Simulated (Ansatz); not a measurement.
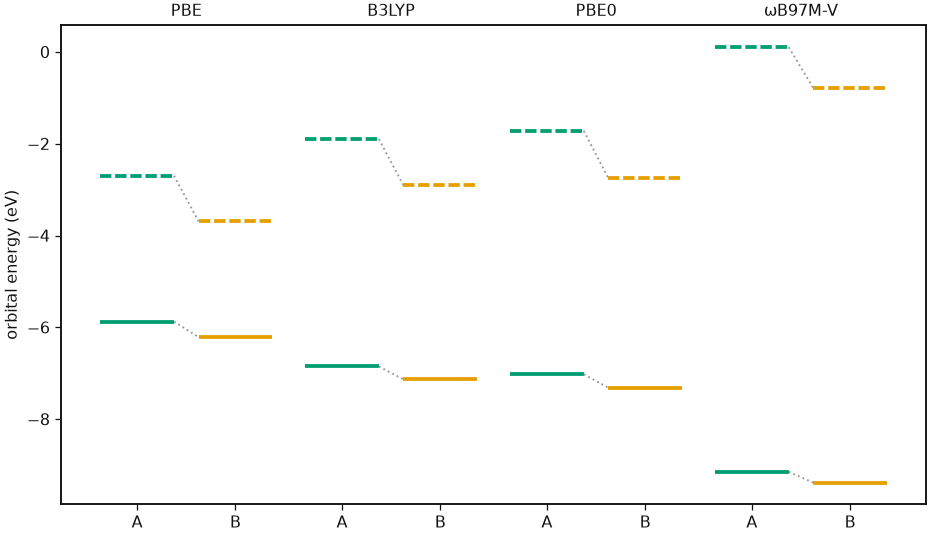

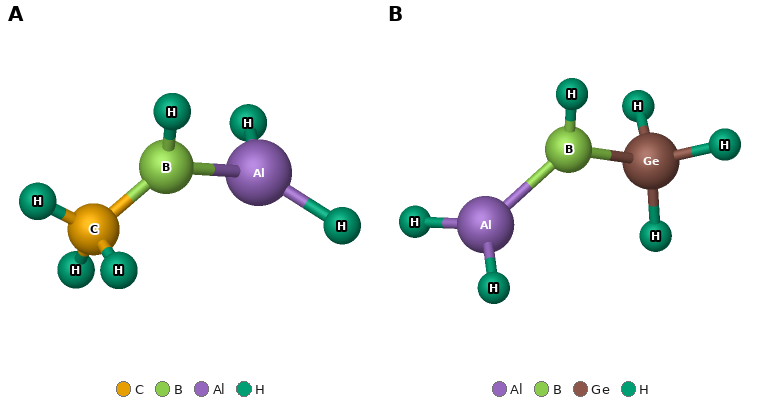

One change: A, CH₆AlB (SMILES C[BH][AlH2]), becomes B, AlBGeH₆ (SMILES [AlH2][BH][GeH3]). CH₃ on B is replaced by GeH₃. HOMO (solid) and LUMO (dashed) computed in def2-TZVPP at PBE0-D4/def2-TZVP geometries, both minima by their frequencies, gas phase, the Ansatz code 0.2.0. Empty levels above zero depend strongly on the basis.

### What does the change do to HOMO and LUMO?

PBE: the HOMO falls by 0.34 eV, the LUMO falls by 0.99 eV, and the separation goes from 3.18 to 2.52 eV. B3LYP: the HOMO falls by 0.28 eV, the LUMO falls by 1.01 eV, and the separation goes from 4.95 to 4.22 eV. PBE0: the HOMO falls by 0.29 eV, the LUMO falls by 1.03 eV, and the separation goes from 5.30 to 4.56 eV. ωB97M-V: the HOMO falls by 0.24 eV, the LUMO falls by 0.89 eV, and the separation goes from 9.25 to 8.60 eV.

### Do the functionals agree on the effect?

They agree on the direction for both levels; the HOMO shift lies between −0.34 and −0.24 eV and the LUMO shift between −1.03 and −0.89 eV, while the separations themselves differ by up to 6.1 eV between functionals.
